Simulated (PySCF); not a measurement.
# RuO(OH)2: triplet, from a T-shaped (ligand arrangement 1) start

Aim: relax RuO(OH)2 as a triplet from a T-shaped (ligand arrangement 1) start, check by its vibrations whether the end is a minimum, and collect its spectrum and constants.

Computed with PySCF 2.14.0. Level: PBE0, basis Ru def2-TZVP with ECP28, O def2-TZVP, H def2-TZVP, scalar-relativistic core potentials, no spin–orbit coupling, density fitting.

### Step 1. The system as given

6 atoms, charge 0, spin multiplicity 3.

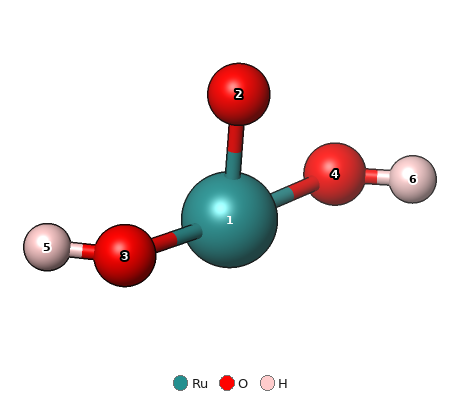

The starting geometry (ruthenium teal, oxygen red, hydrogen pink); atoms are numbered from 1 in the order of the file.

```xyz
6
charge 0 multiplicity 3
Ru    0.0000    0.0000    0.0000
O     0.0000    0.0000    1.7100
O     1.8789    0.0000    0.0656
O    -1.8789    0.0000    0.0656
H     2.4956   -0.7354    0.0871
H    -2.4956    0.7354    0.0871
```

### Step 2. Finding the electronic state

The steps below are one call of a driver around PySCF. For each, scf.py gives the equivalent set-up of the SCF; relaxations use the driver's own optimiser. After this first run the driver tries any further starts and a stability analysis.

scf.py

```python
from pyscf import gto, scf, dft
mol = gto.M(atom='''
Ru     0.000000     0.000000     0.000000
O      0.000000     0.000000     1.710000
O      1.878900     0.000000     0.065600
O     -1.878900     0.000000     0.065600
H      2.495600    -0.735400     0.087100
H     -2.495600     0.735400     0.087100''',
    basis={'Ru': 'def2-TZVP', 'O': 'def2-TZVP', 'H': 'def2-TZVP'},
    ecp={'Ru': 'def2-TZVP'},
    charge=0, spin=2)
mf = dft.UKS(mol, xc='PBE0')
mf.grids.atom_grid = (50, 194)
aux = {'Ru': 'def2-universal-JKFIT', 'O': 'def2-universal-JKFIT', 'H': 'def2-universal-JKFIT'}
mf = mf.density_fit(auxbasis=aux)
mf.conv_tol = 1e-08
mf.diis_space = 10
mf.max_cycle = 60
mf.init_guess = 'minao'
mf.verbose = 4
mf.kernel()
```

Started as:

```
OMP_NUM_THREADS=4 python axn.py task.json out
```

What it wrote:

```text
init E= -313.676408234948
[... the frontier-level lines of each cycle are left out ...]
cycle= 1 E= -321.250686505973  delta_E= -7.57  |g|= 0.852  |ddm|= 3.41
cycle= 2 E= -320.923089015088  delta_E= 0.328  |g|= 1.28  |ddm|= 1.55
cycle= 3 E= -321.479916320777  delta_E= -0.557  |g|= 0.407  |ddm|= 1.05
cycle= 4 E= -321.531682167667  delta_E= -0.0518  |g|= 0.201  |ddm|= 0.275
cycle= 5 E= -321.540011341552  delta_E= -0.00833  |g|= 0.133  |ddm|= 0.152
cycle= 6 E= -321.546984272094  delta_E= -0.00697  |g|= 0.0141  |ddm|= 0.0764
cycle= 7 E= -321.547334441604  delta_E= -0.00035  |g|= 0.00738  |ddm|= 0.0288
cycle= 8 E= -321.547626493705  delta_E= -0.000292  |g|= 0.00538  |ddm|= 0.0301
cycle= 9 E= -321.54802909516  delta_E= -0.000403  |g|= 0.00439  |ddm|= 0.0514
cycle= 10 E= -321.548376406579  delta_E= -0.000347  |g|= 0.00326  |ddm|= 0.0582
cycle= 11 E= -321.548687837102  delta_E= -0.000311  |g|= 0.00209  |ddm|= 0.0853
cycle= 12 E= -321.548746681565  delta_E= -5.88e-05  |g|= 0.00137  |ddm|= 0.033
cycle= 13 E= -321.548763977622  delta_E= -1.73e-05  |g|= 0.000774  |ddm|= 0.0205
cycle= 14 E= -321.548768759556  delta_E= -4.78e-06  |g|= 0.000523  |ddm|= 0.00664
cycle= 15 E= -321.548770317089  delta_E= -1.56e-06  |g|= 0.000572  |ddm|= 0.00318
cycle= 16 E= -321.548773123867  delta_E= -2.81e-06  |g|= 0.000308  |ddm|= 0.00685
cycle= 17 E= -321.548773919612  delta_E= -7.96e-07  |g|= 0.000186  |ddm|= 0.00316
cycle= 18 E= -321.54877427809  delta_E= -3.58e-07  |g|= 0.000158  |ddm|= 0.00175
cycle= 19 E= -321.548774546292  delta_E= -2.68e-07  |g|= 0.000103  |ddm|= 0.0018
cycle= 20 E= -321.548774738269  delta_E= -1.92e-07  |g|= 7e-05  |ddm|= 0.00166
cycle= 21 E= -321.548774815546  delta_E= -7.73e-08  |g|= 4.82e-05  |ddm|= 0.00106
cycle= 22 E= -321.548774859585  delta_E= -4.4e-08  |g|= 2.9e-05  |ddm|= 0.000908
cycle= 23 E= -321.548774873407  delta_E= -1.38e-08  |g|= 1.6e-05  |ddm|= 0.000519
cycle= 24 E= -321.548774876083  delta_E= -2.68e-09  |g|= 1.08e-05  |ddm|= 0.000251
Extra cycle  E= -321.548774875796  delta_E= 2.87e-10  |g|= 3.61e-05  |ddm|= 2.82e-05
converged SCF energy = -321.548774875796  <S^2> = 2.0230614  2S+1 = 3.0153351
```

This step, with its further starts and checks, ran for 31 s (4 threads of Intel Xeon 6975P-C (Granite Rapids), shared host).

Energies from each starting density:

| start | energy (Eh) |
| --- | --- |
| the minimal-basis guess | -321.548775 |
| a thermally smeared density | -321.548775 |
| a smeared PBE density | -321.548775 |

No lower solution of this spin turned up from the other starts or in the test of internal stability.

### Step 3. Relaxing the triplet from the T-shaped (ligand arrangement 1) start

The program finds C2 symmetry in the start, which this walk keeps. Threshold on the gradient: 0.0003 Eh/bohr, with a further test on the energy change.

scf.py: that of step 2 with these lines changed.

```diff
@@ -3,6 +3,6 @@
-Ru     0.000000     0.000000     0.000000
-O      0.000000     0.000000     1.710000
-O      1.878900     0.000000     0.065600
-O     -1.878900     0.000000     0.065600
-H      2.495600    -0.735400     0.087100
-H     -2.495600     0.735400     0.087100''',
+Ru     0.000000     0.000000    -0.195026
+O      0.000000     0.000000     1.514974
+O      1.878900     0.000000    -0.129426
+O     -1.878900    -0.000000    -0.129426
+H      2.495600    -0.735400    -0.107926
+H     -2.495600     0.735400    -0.107926''',
@@ -19 +18,0 @@
-mf.init_guess = 'minao'
```

The optimiser's trace:

| step | energy (Eh) | change (kJ/mol) | largest symmetric gradient (Eh/bohr) |
| --- | --- | --- | --- |
| 0 | -321.548775 | 0.00 | 0.10997 |
| 1 | -321.579726 | -81.26 | 0.03809 |
| 2 | -321.599559 | -133.33 | 0.02697 |
| 3 | -321.610461 | -161.96 | 0.01994 |
| 4 | -321.618841 | -183.96 | 0.01453 |
| 5 | -321.622551 | -193.70 | 0.01221 |
| 6 | -321.623554 | -196.33 | 0.00640 |
| 7 | -321.624180 | -197.98 | 0.00578 |
| 8 | -321.624517 | -198.86 | 0.00485 |
| 9 | -321.624600 | -199.08 | 0.00782 |
| 10 | -321.624794 | -199.59 | 0.00168 |
| 11 | -321.624817 | -199.65 | 0.00030 |
| 12 | -321.624820 | -199.66 | 0.00025 |

The walk took 52 s.

Geometry (Å) and forces (eV/Å) at some steps:

```
step 0
Ru   0.000   0.000  -0.195   0.000   0.000   5.655
O    0.000   0.000   1.515   0.000   0.000  -1.770
O    1.879   0.000  -0.129   0.093   0.164  -1.942
O   -1.879   0.000  -0.129  -0.093  -0.164  -1.942
H    2.496  -0.735  -0.108  -0.145  -0.080   0.000
H   -2.496   0.735  -0.108   0.145   0.080   0.000
step 1
Ru   0.000   0.000  -0.054   0.000   0.000   1.959
O    0.000   0.000   1.588   0.000   0.000   0.567
O    1.882   0.006  -0.240  -0.229  -0.113  -1.076
O   -1.882  -0.006  -0.240   0.229   0.113  -1.076
H    2.486  -0.737  -0.105  -0.420   0.210  -0.187
H   -2.486   0.737  -0.105   0.420  -0.210  -0.187
step 6
Ru   0.000   0.000   0.521   0.000   0.000   0.020
O    0.000   0.000   2.182   0.000   0.000  -0.108
O    1.603   0.105  -0.415   0.262  -0.208   0.096
O   -1.603  -0.105  -0.415  -0.262   0.208   0.096
H    2.127  -0.706  -0.514  -0.327   0.285  -0.052
H   -2.127   0.706  -0.514   0.328  -0.285  -0.052
step 12
Ru   0.000   0.000   0.578   0.000   0.000  -0.008
O    0.000   0.000   2.236   0.000   0.000   0.003
O    1.597   0.134  -0.362   0.002  -0.010  -0.001
O   -1.597  -0.134  -0.362  -0.002   0.010  -0.001
H    2.018  -0.692  -0.623  -0.005   0.015   0.004
H   -2.018   0.692  -0.623   0.005  -0.015   0.004
```

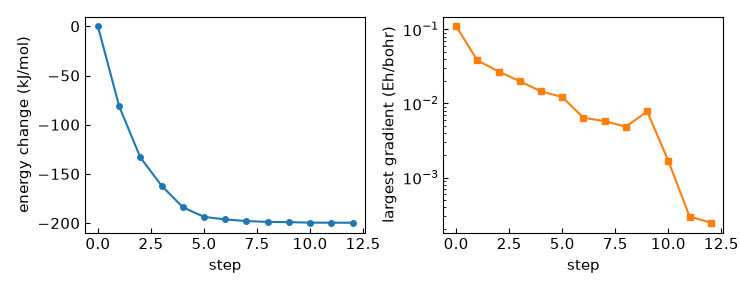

How energy and gradient fall.

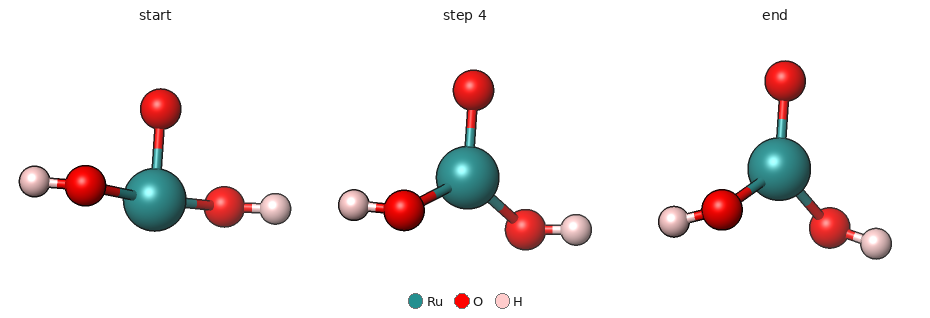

The geometry along the walk, at one scale.

It settles in C2 symmetry, 199.7 kJ/mol below the start, after 12 steps: O–H 0.963 Å (×2), Ru–O 1.659 Å, Ru–O 1.857 Å (×2); H–O–Ru 116.8° (×2), O–Ru–O 119.3°, O–Ru–O 120.4° (×2).

### Step 4. Hessian and properties

The point is checked on the finer grid, and tightened if its gradient asks for it. The Hessian and the dipole derivatives come from central differences of analytic gradients, with steps of 0.02 bohr.

scf.py: that of step 3 with these lines changed.

```diff
@@ -3,6 +3,6 @@
-Ru     0.000000     0.000000    -0.195026
-O      0.000000     0.000000     1.514974
-O      1.878900     0.000000    -0.129426
-O     -1.878900    -0.000000    -0.129426
-H      2.495600    -0.735400    -0.107926
-H     -2.495600     0.735400    -0.107926''',
+Ru     0.000000     0.000000     0.038986
+O      0.000000     0.000000     1.697882
+O      1.596818     0.134005    -0.900132
+O     -1.596818    -0.134005    -0.900132
+H      2.017945    -0.691846    -1.161223
+H     -2.017945     0.691846    -1.161223''',
@@ -13 +13 @@
-mf.grids.atom_grid = (50, 194)
+mf.grids.atom_grid = (75, 302)
@@ -16 +16 @@
-mf.conv_tol = 1e-08
+mf.conv_tol = 1e-10
```

This SCF starts from the last density.

SCF at the final geometry:

```text
init E= -321.624766032446
[... the frontier-level lines of each cycle are left out ...]
cycle= 1 E= -321.624766032446  delta_E= -2.27e-13  |g|= 1.92e-06  |ddm|= 1.67e-06
Extra cycle  E= -321.624766032438  delta_E= 8.53e-12  |g|= 5.32e-06  |ddm|= 3.47e-06
converged SCF energy = -321.624766032438  <S^2> = 2.0069591  2S+1 = 3.0046358
```

The whole step took 2.5 min.

Geometry: C2; O–H 0.963 Å (×2), Ru–O 1.659 Å, Ru–O 1.857 Å (×2); H–O–Ru 116.8° (×2), O–Ru–O 119.3°, O–Ru–O 120.4° (×2).

Harmonic modes (main isotopes):

| symmetry | ω (cm⁻¹) | IR (km/mol) |
| --- | --- | --- |
| a | 188 | 0.0 |
| b | 212 | 9.5 |
| b | 241 | 2.2 |
| a | 470 | 172 |
| b | 503 | 64.8 |
| a | 675 | 82.8 |
| b | 708 | 210 |
| a | 825 | 23.4 |
| b | 878 | 106 |
| a | 1018 | 142 |
| b | 3831 | 164 |
| a | 3832 | 34.5 |

All wavenumbers are real: a minimum.

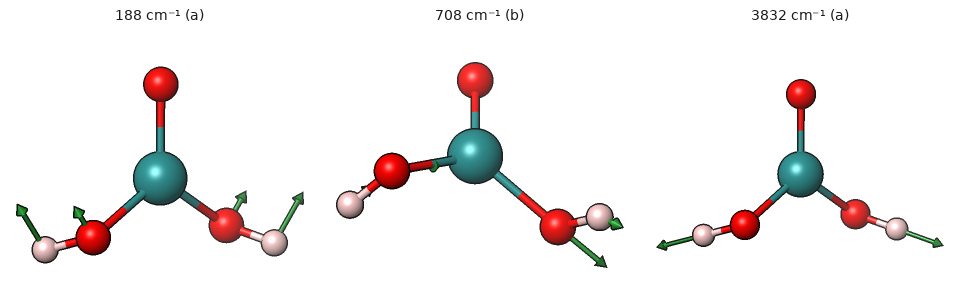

How the atoms move in 3 of the modes.

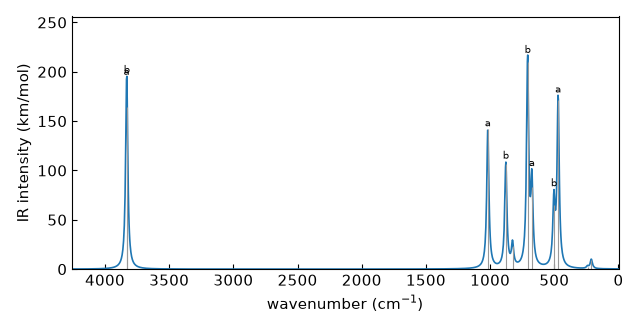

The harmonic infrared spectrum (widths in cm⁻¹). Lines are broadened to a width of 20 cm⁻¹ (Lorentzian).

Constants and moments:

```
Dipole moment                                                   : 1.78 D
Highest occupied level                                          : -7.29 eV
Lowest empty level                                              : -3.68 eV
Rotational constants                                            : 0.2211, 0.1846, 0.1023 cm⁻¹
Zero-point energy                                               : 80.0 kJ/mol
Principal polarisabilities                                      : 31.1, 50.2, 51.5 bohr³
Atomisation energy without zero-point energy                    : 2028 kJ/mol
Principal traceless quadrupole moments about the centre of mass : -6.92, -5.66, 12.59 D Å
Entropy at 298.15 K and 1 bar (electronic part: spin only)      : 317.1 J/(mol K)
Heat capacity Cp at 298.15 K                                    : 80.2 J/(mol K)
Enthalpy at 298.15 K above 0 K                                  : 16.45 kJ/mol
Rotational symmetry number                                      : 2
Spin squared ⟨S²⟩                                               : 2.007
```

Populations by atom (charges in e):

```
atom  Mulliken  Löwdin  polar tensor  spin (Mulliken)  Mayer order to Ru1
 Ru1      1.30    0.62          1.60             1.58                   –
  O2     -0.55   -0.27         -0.63             0.40                1.79
O3,4     -0.72   -0.34         -0.76             0.00                0.84
H5,6      0.34    0.16          0.28             0.01                0.01
```

Outer orbital energies (eV). α occupied: -11.95, -11.78, -9.95, -9.86, -9.38, -8.23, -8.09, -7.29; empty: -2.10, -1.98, -0.09, 0.23. β occupied: -12.38, -11.88, -11.06, -10.40, -9.78, -9.72, -9.36, -7.49; empty: -3.68, -2.73, -1.51, -1.39.

Mulliken populations on Ru1 (outside its core potential): s 2.33, p 6.20, d 6.14, f 0.03.

### Step 5. What came out

| quantity | value |
| --- | --- |
| minimum | triplet, C2 |
| geometry | O–H 0.963 Å (×2), Ru–O 1.659 Å, Ru–O 1.857 Å (×2); H–O–Ru 116.8° (×2), O–Ru–O 119.3°, O–Ru–O 120.4° (×2) |
| wavenumbers (cm⁻¹) | 188 (a), 212 (b), 241 (b), 470 (a), 503 (b), 675 (a), 708 (b), 825 (a), 878 (b), 1018 (a), 3831 (b), 3832 (a) |
| dipole moment | 1.78 D |
| highest occupied, lowest empty level (either spin) | -7.29, -3.68 eV |
| polar-tensor charge of Ru1 | +1.60 e |
| zero-point energy | 80.0 kJ/mol |
| entropy at 298.15 K | 317.1 J/(mol K) |
| atomisation energy (no zero-point energy) | 2028 kJ/mol |
| ⟨S²⟩ | 2.007 |

What this shows: The T-shaped (ligand arrangement 1) start keeps its C2 symmetry and ends in a minimum. In the infrared the band at 708 cm⁻¹ (b) leads. Most of the spin sits on Ru1 (Mulliken spin 1.58, against 2 for the whole molecule). Only this shape and spin were tried, so other structures or states may lie lower. Open d and f shells are described by one determinant, and the ground state may have another occupation or spin.

The search up to here took 3.9 min.
